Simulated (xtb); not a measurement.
## Run report: GeS, single-point calculation

The run: single-point calculation of GeS (germanium sulfide (GeS)), SMILES [S+]#[Ge-]. Method and program: GFN2-xTB (xtb 6.7.1 later snapshot).

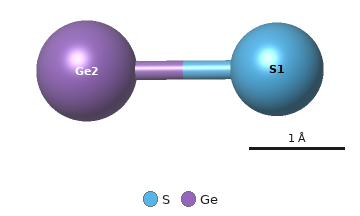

*The structure (ball-and-stick view, seen on its broad side; atoms are numbered from 1 in the order of the input). Sticks mark near contacts.*

Bond lengths as drawn: Ge–S 2.01 Å.

**The input (struc.tmol)**
```
$coord
      0.000000000000      0.000000000000      0.000000000000  s
      0.000000000000      0.000000000000      3.802291479194  ge
$end
```

**File detailed.inp**
```
$scc
   broydamp=1.0
$end
```

Command:
```bash
xtb --sp -I detailed.inp -- struc.tmol | tee run.log
```

**Output**
```
* xtb version 6.7.1
   ID    Z sym.   atoms
    1   16 s      1
    2   32 ge     2

           -------------------------------------------------
          |                Calculation Setup                |
           -------------------------------------------------

          program call               : xtb --sp -I detailed.inp -- struc.tmol
          coordinate file            : struc.tmol
          omp threads                :                     1

           -------------------------------------------------
          |                 G F N 2 - x T B                 |
           -------------------------------------------------

      * Hamiltonian:
        H0-scaling (s, p, d)           1.850000    2.230000    2.230000
        zeta-weighting                 0.500000
      * Dispersion:
        s8                             2.700000
        a1                             0.520000
        a2                             5.000000
        s9                             5.000000
      * Repulsion:
        kExp                           1.500000    1.000000
        rExp                           1.000000
      * Coulomb:
        alpha                          2.000000
        third order                    shell-resolved
        anisotropic                    true
        a3                             3.000000
        a5                             4.000000
        cn-shift                       1.200000
        cn-exp                         4.000000
        max-rad                        5.000000

          ...................................................
          :                      SETUP                      :
          :.................................................:
          :  # basis functions                  20          :
          :  # atomic orbitals                  18          :
          :  # shells                            6          :
          :  # electrons                        10          :
          :  max. iterations                   250          :
          :  Hamiltonian                  GFN2-xTB          :
          :  restarted?                      false          :
          :  GBSA solvation                  false          :
          :  PC potential                    false          :
          :  electronic temp.          300.0000000     K    :
          :  accuracy                    1.0000000          :
          :  -> integral cutoff          0.2500000E+02      :
          :  -> integral neglect         0.1000000E-07      :
          :  -> SCF convergence          0.1000000E-05 Eh   :
          :  -> wf. convergence          0.1000000E-03 e    :
          :  Broyden damping             1.0000000          :
          :  net charge                          0          :
          :  unpaired electrons                  0          :
          ...................................................

 iter      E             dE          RMSdq      gap      omega  full diag
   1     -4.8779112 -0.487791E+01  0.320E+01    2.45       0.0  T
   2     -2.3078720  0.257004E+01  0.754E+01    0.92       1.0  T
   3     -5.2397187 -0.293185E+01  0.254E+01    2.88       1.0  T
   4     -4.6201150  0.619604E+00  0.247E+01    2.30       1.0  T
   5     -5.1336600 -0.513545E+00  0.149E+01    4.00       1.0  T
   6     -5.1232208  0.104392E-01  0.148E+01    4.06       1.0  T
   7     -5.1600109 -0.367901E-01  0.113E+01    4.05       1.0  T
   8     -5.1859142 -0.259033E-01  0.107E+01    3.87       1.0  T
   9     -5.1946225 -0.870833E-02  0.965E+00    3.81       1.0  T
  10     -5.2369113 -0.422888E-01  0.485E+00    3.52       1.0  T
  11     -5.2469222 -0.100110E-01  0.142E+00    3.29       1.0  T
  12     -5.2480309 -0.110864E-02  0.242E-01    3.21       1.0  T
  13     -5.2480636 -0.326990E-04  0.587E-02    3.20       1.2  T
  14     -5.2480638 -0.218496E-06  0.669E-03    3.20      10.6  T
  15     -5.2480638 -0.111036E-07  0.162E-03    3.20      43.8  T
  16     -5.2480638 -0.107492E-08  0.290E-04    3.20     244.0  T
  17     -5.2480638 -0.273390E-10  0.254E-05    3.20    2788.0  T

   *** convergence criteria satisfied after 17 iterations ***

         #    Occupation            Energy/Eh            Energy/eV
      -------------------------------------------------------------
         1        2.0000           -0.6911814             -18.8080
         2        2.0000           -0.6331592             -17.2291
         3        2.0000           -0.3995047             -10.8711
         4        2.0000           -0.3927019             -10.6860
         5        2.0000           -0.3927019             -10.6860 (HOMO)
         6                         -0.2752580              -7.4902 (LUMO)
         7                         -0.2752580              -7.4902
         8                         -0.1258248              -3.4239
         9                         -0.0609444              -1.6584
        10                         -0.0609444              -1.6584
       ...                                ...                  ...
        18                          1.0499436              28.5704
      -------------------------------------------------------------
                  HL-Gap            0.1174439 Eh            3.1958 eV
             Fermi-level           -0.3339800 Eh           -9.0881 eV

 SCC (total)                   0 d,  0 h,  0 min,  0.002 sec
 SCC setup                      ...        0 min,  0.000 sec (  2.177%)
 Dispersion                     ...        0 min,  0.000 sec (  0.720%)
 classical contributions        ...        0 min,  0.000 sec (  0.174%)
 integral evaluation            ...        0 min,  0.000 sec ( 12.060%)
 iterations                     ...        0 min,  0.002 sec ( 70.333%)
 molecular gradient             ...        0 min,  0.000 sec ( 12.388%)
 printout                       ...        0 min,  0.000 sec (  1.632%)

         :::::::::::::::::::::::::::::::::::::::::::::::::::::
         ::                     SUMMARY                     ::
         :::::::::::::::::::::::::::::::::::::::::::::::::::::
         :: total energy              -5.228256472834 Eh    ::
         :: gradient norm              0.020376165304 Eh/a0 ::
         :: HOMO-LUMO gap              3.195811284574 eV    ::
         ::.................................................::
         :: SCC energy                -5.248063818663 Eh    ::
         :: -> isotropic ES           -0.006324988051 Eh    ::
         :: -> anisotropic ES          0.003622224615 Eh    ::
         :: -> anisotropic XC         -0.000435041534 Eh    ::
         :: -> dispersion             -0.000992077528 Eh    ::
         :: repulsion energy           0.019807345830 Eh    ::
         :: add. restraining           0.000000000000 Eh    ::
         :: total charge              -0.000000000000 e     ::
         :::::::::::::::::::::::::::::::::::::::::::::::::::::

           -------------------------------------------------
          |                Property Printout                |
           -------------------------------------------------

    * Orbital Energies and Occupations

         #    Occupation            Energy/Eh            Energy/eV
      -------------------------------------------------------------
         1        2.0000           -0.6911814             -18.8080
         2        2.0000           -0.6331592             -17.2291
         3        2.0000           -0.3995047             -10.8711
         4        2.0000           -0.3927019             -10.6860
         5        2.0000           -0.3927019             -10.6860 (HOMO)
         6                         -0.2752580              -7.4902 (LUMO)
         7                         -0.2752580              -7.4902
         8                         -0.1258248              -3.4239
         9                         -0.0609444              -1.6584
        10                         -0.0609444              -1.6584
        11                          0.0102950               0.2801
        12                          0.0102950               0.2801
        13                          0.0269697               0.7339
        14                          0.0269697               0.7339
        15                          0.0644522               1.7538
        16                          0.1332423               3.6257
       ...                                ...                  ...
        18                          1.0499436              28.5704
      -------------------------------------------------------------
                  HL-Gap            0.1174439 Eh            3.1958 eV
             Fermi-level           -0.3339800 Eh           -9.0881 eV

     #   Z          covCN         q      C6AA      α(0)
     1  16          0.898    -0.300   151.995    20.853
     2  32          0.898     0.300   279.505    35.758

 Mol. C6AA /au·bohr⁶  :        834.510713
 Mol. C8AA /au·bohr⁸  :      60261.033277
 Mol. α(0) /au        :         56.610941

Wiberg/Mayer (AO) data.
largest (>0.10) Wiberg bond orders for each atom

 ---------------------------------------------------------------------------
     #   Z sym  total        # sym  WBO       # sym  WBO       # sym  WBO
 ---------------------------------------------------------------------------
     1  16      2.442 --     2      2.442
     2  32      2.442 --     1      2.442
 ---------------------------------------------------------------------------

Topologies differ in total number of bonds
Writing topology from bond orders to xtbtopo.mol

molecular dipole:
                 x           y           z       tot (Debye)
 q only:        0.000       0.000       1.141
   full:        0.000       0.000       1.955       4.970
molecular quadrupole (traceless):
                xx          xy          yy          xz          yz          zz
 q only:       -2.169       0.000      -2.169       0.000       0.000       4.338
  q+dip:       -4.047       0.000      -4.047      -0.000       0.000       8.094
   full:       -2.382      -0.000      -2.382       0.000       0.000       4.764

           -------------------------------------------------
          | TOTAL ENERGY               -5.228256472834 Eh   |
          | GRADIENT NORM               0.020376165304 Eh/α |
          | HOMO-LUMO GAP               3.195811284574 eV   |
           -------------------------------------------------

------------------------------------------------------------------------
------------------------------------------------------------------------
 total:
 *  cpu-time:     0 d,  0 h,  0 min,  0.009 sec
 * ratio c/w:     1.000 speedup
 SCF:
 *  cpu-time:     0 d,  0 h,  0 min,  0.002 sec
 * ratio c/w:     0.999 speedup
```

**Standard error**
```
normal termination of xtb
```

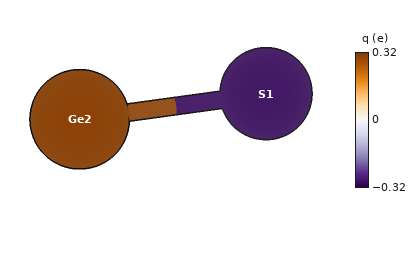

*Mulliken charges, as the colour of each atom (ball-and-stick view, seen at an oblique angle; atoms are numbered from 1 in the order of the input).*

By element: S −0.30 and Ge +0.30 e.

**Results in brief**

```csv
quantity,value
outcome,converged
electrons treated,10
total energy,−5.228256 hartree
dispersion energy,−0.000992 hartree
basis functions,20
HOMO,−10.69 eV
LUMO,−7.49 eV
dipole moment,4.97 D
hardware,"1 thread of Arm Neoverse V1, 24 GiB of memory available, shared host"
peak memory,0.072 GiB
```
